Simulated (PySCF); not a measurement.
Molecule: ZnI₂, singlet.

```xyz
3

Zn     0.0000     0.0000     0.0000
I      2.4182     0.0000     0.0000
I     -2.4182     0.0000     0.0000
```

Unscaled harmonic wavenumbers and double-harmonic intensities, PBE0/def2-TZVP (ECP), PySCF 2.14.0, isolated molecule. The structure is the lowest point that the starts tried gave, with the shape that electron-pair counting expects. Degenerate modes count as one line, with their intensities summed. Lorentzian lines of 4 cm⁻¹ full width. Close modes add up in the curve.

Question: Which lines are the most intense, and is the structure a minimum?

Answer: The most intense lines (point group D∞h) lie at 343.0 cm⁻¹ (54.6 km/mol, σu+) and 68.9 cm⁻¹ (6.1 km/mol, πu). It has no imaginary mode, so it is a minimum.

```tsv
cm⁻¹	km/mol	symmetry
68.9	6.1	πu (×2)
155.1	0.0	σg+
343.0	54.6	σu+
```

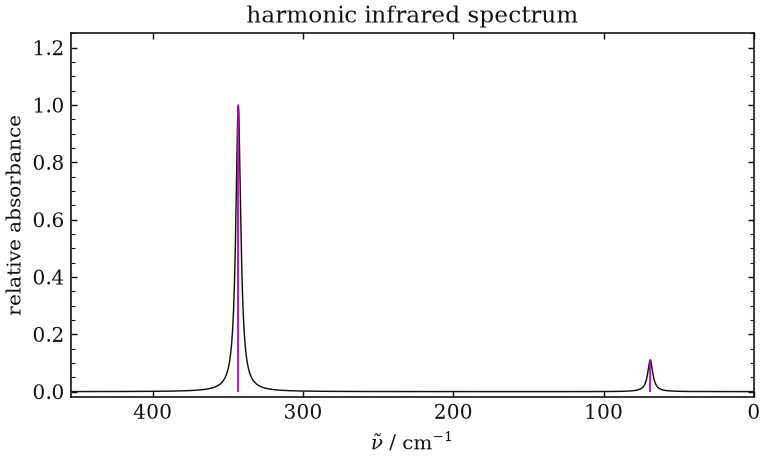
